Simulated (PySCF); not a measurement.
# C4H10N2Si: electronic excitations

What electronic excitations should C4H10N2Si (`CN[C@@H]1C=N[SiH2]C1`) show?

Computed with PySCF 2.14.0, with density-fitted response routines of our own, on a single molecule in the gas phase. Atoms count from 0, in the outputs and in this text.

**1. The molecule as given**

17 atoms, charge 0, multiplicity 1; geometry from: GFN2-xTB.

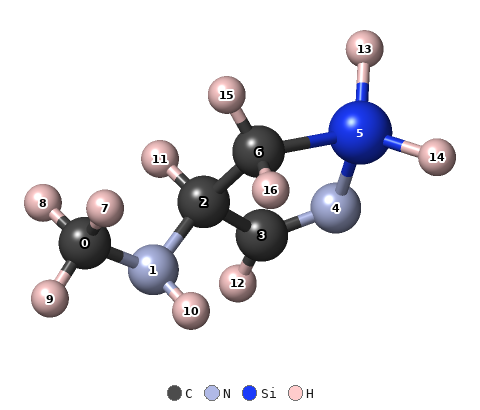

As it starts; carbon dark grey, nitrogen light blue, silicon blue, hydrogen pink, atoms numbered.

**2. Excited states and response: B3LYP/def2-SVPD**

Job settings and geometry (Å):

```
{"job": {"kind": "uv", "xc": "B3LYP", "basis": "def2-SVPD", "nstates": 8, "ntriplets": 3}, "charge": 0, "multiplicity": 1}
C      2.403347    -0.354791    -0.211220
N      1.282816     0.473443    -0.605683
C     -0.017802    -0.127323    -0.400926
C     -1.082312     0.702642    -1.079347
N     -2.215383     0.873277    -0.559631
Si    -2.336487     0.096287     1.004820
C     -0.476813    -0.341739     1.057738
H      2.411130    -0.621546     0.855334
H      2.376113    -1.275214    -0.795338
H      3.326366     0.174956    -0.442386
H      1.325697     1.367563    -0.124819
H     -0.005086    -1.093436    -0.926323
H     -0.844043     1.143209    -2.041865
H     -3.199675    -1.077537     0.923818
H     -2.767880     1.069677     2.000549
H     -0.250513    -1.347724     1.402088
H      0.063528     0.350286     1.706400
```

With the program's defaults for keys left out, this is: TDDFT B3LYP/def2-SVPD, vertical, gas phase, core orbitals frozen in the response.

Launch:

```console
$ OMP_NUM_THREADS=1 python probes_run.py task.json out
```

The driver reads the jobs from task.json and runs them one after another.

Output:

```text
coarse grid: 14296 points
cycle   1  E = -557.0162863470  dE =  7.594e-01  |g| = 5.653e-01  |ddm| = 6.658e+00
cycle   2  E = -556.9006756593  dE =  1.156e-01  |g| = 9.045e-01  |ddm| = 5.098e+00
cycle   3  E = -557.0909276881  dE = -1.903e-01  |g| = 1.550e-01  |ddm| = 3.568e+00
cycle   4  E = -557.0959752381  dE = -5.048e-03  |g| = 5.354e-02  |ddm| = 4.160e-01
cycle   5  E = -557.0966553128  dE = -6.801e-04  |g| = 1.281e-02  |ddm| = 1.416e-01
cycle   6  E = -557.0966897526  dE = -3.444e-05  |g| = 4.243e-03  |ddm| = 3.027e-02
cycle   7  E = -557.0966937403  dE = -3.988e-06  |g| = 6.982e-04  |ddm| = 1.175e-02
final grid: 132464 points
cycle   8  E = -557.1776839261  dE = -5.114e-05  |g| = 5.366e-03  |ddm| = 1.580e-01
cycle   9  E = -557.1776794520  dE =  4.474e-06  |g| = 6.791e-03  |ddm| = 3.257e-02
cycle  10  E = -557.1776916507  dE = -1.220e-05  |g| = 5.274e-04  |ddm| = 1.696e-02
cycle  11  E = -557.1776917121  dE = -6.135e-08  |g| = 2.081e-04  |ddm| = 1.373e-03
cycle  12  E = -557.1776917200  dE = -7.951e-09  |g| = 8.762e-05  |ddm| = 5.338e-04
cycle  13  E = -557.1776917216  dE = -1.620e-09  |g| = 3.763e-05  |ddm| = 2.896e-04
cycle  14  E = -557.1776917219  dE = -3.120e-10  |g| = 6.187e-06  |ddm| = 1.020e-04
converged SCF energy = -557.1776917219

Static polarisability (au): isotropic 86.832, principal 70.361 81.278 108.857

Singlet excitations
state   eV       nm        f      main configurations
  1   4.3196    287.0   0.00120   H->L 0.58, H-1->L 0.41
  2   4.8141    257.5   0.00269   H-1->L 0.58, H->L 0.41
  3   5.7195    216.8   0.00640   H->L+1 0.92
  4   5.9129    209.7   0.03304   H->L+2 0.85, H-1->L+2 0.10
  5   6.1539    201.5   0.01293   H-1->L+1 0.77, H->L+3 0.12
  6   6.2428    198.6   0.01495   H-1->L+2 0.84
  7   6.4479    192.3   0.00262   H->L+3 0.44, H->L+4 0.33, H-1->L+1 0.13
  8   6.4656    191.8   0.00464   H->L+4 0.61, H->L+3 0.33

Triplet excitations (Tamm-Dancoff, eV): 3.7682 4.6428 5.1682
```

Wall time 47 s (1 thread of Arm Neoverse V1, shared host); peak memory 1 GiB.

Frontier orbitals and where they lie:

```
orbital     eV                         atoms
 HOMO−3  -8.79     C6 31 %, Si5 22 %, C2 8 %
 HOMO−2  -8.50    N4 28 %, C3 19 %, Si5 15 %
 HOMO−1  -6.83     N4 49 %, N1 13 %, C3 10 %
   HOMO  -6.39      N1 46 %, N4 11 %, C6 9 %
   LUMO  -0.75      C3 36 %, N4 32 %, C2 7 %
 LUMO+1   0.23    Si5 20 %, C6 11 %, C0 11 %
 LUMO+2   0.30  Si5 42 %, H14 14 %, H13 13 %
```

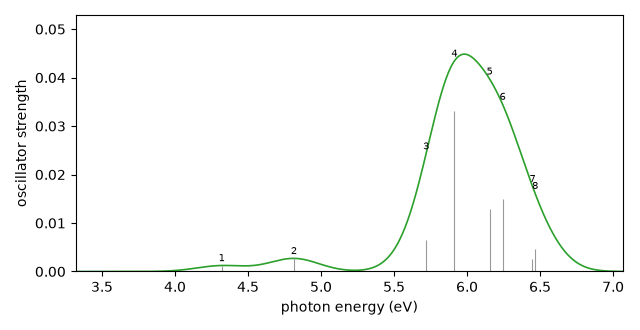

Absorption spectrum from the 8 singlet states computed; above the last one it falls off for lack of states. Lines are broadened to a width of 0.40 eV (Gaussian).

Ground-state properties from the same run:

```
           property  computed
  dipole moment (D)      2.69
polarisability (Å³)     12.87
 HOMO–LUMO gap (eV)      5.64
      −ε(HOMO) (eV)      6.39
```

**3. Summary of results**

| quantity | value |
| --- | --- |
| lowest singlet (B3LYP/def2-SVPD) | 4.32 eV (287 nm), f = 0.001 |
| brightest single state of those computed | state 4, 5.91 eV, f = 0.033 |
| lowest triplet | 3.77 eV |

What this shows: The lowest singlet, at 4.32 eV, is HOMO→LUMO 0.58, HOMO−1→LUMO 0.41 and is weak; of the 8 states computed, the strongest absorption comes from state 4 at 5.91 eV. The lowest triplet lies 0.55 eV below the lowest singlet (triplets in Tamm-Dancoff, singlets in full TDDFT).
